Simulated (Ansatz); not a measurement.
# Hypothetical R-3m V2Se3: response to strain

The parent structure is V2Se3 in the Bi2Te3 type structure (space group R-3m, No. 166; ferromagnetic; a hypothetical phase, not in the database extracts checked; layered, stacked along the Cartesian z axis).

```xyz
5
Lattice="1.7320 1.0000 9.1036 -1.7320 1.0000 9.1036 0.0000 -1.9999 9.1036" Properties=species:S:1:pos:R:3 pbc="T T T"
V      0.0000     0.0000    10.8367
V      0.0000     0.0000    16.4740
Se     0.0000     0.0000     0.0000
Se     0.0000     0.0000     5.9463
Se     0.0000     0.0000    21.3644
```

Cartesian axes are those of the cell as printed.

Strains are applied to the cell and any free atomic positions relax; under biaxial strain the out-of-plane vector relaxes too.

Computed with PBE-D3(BJ) in Ansatz (plane waves to 420 eV, PAW, without spin-orbit coupling).

Notes on the quantities. energy relative to the base: free energy F.

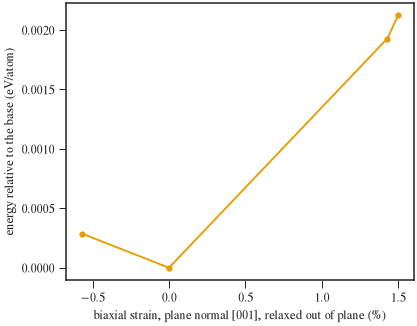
*Energy relative to the base against biaxial strain, plane normal [001], relaxed out of plane*

| biaxial strain, plane normal [001], relaxed out of plane (%) | energy relative to the base |
|---|---|
| -0.57 | +0.3 meV/atom |
| 1.43 | +1.9 meV/atom |
| 1.5 | +2.1 meV/atom |

Other magnetic orders, which the real material may have, were not ruled out. Without a gap, meshes like the base's 15×15×15 leave anisotropic stresses uncertain by several tenths of a GPa, and small strain energies with them. Whether these cells are dynamically stable was not tested.

Ansatz is a quantum-chemistry and plane-wave program.
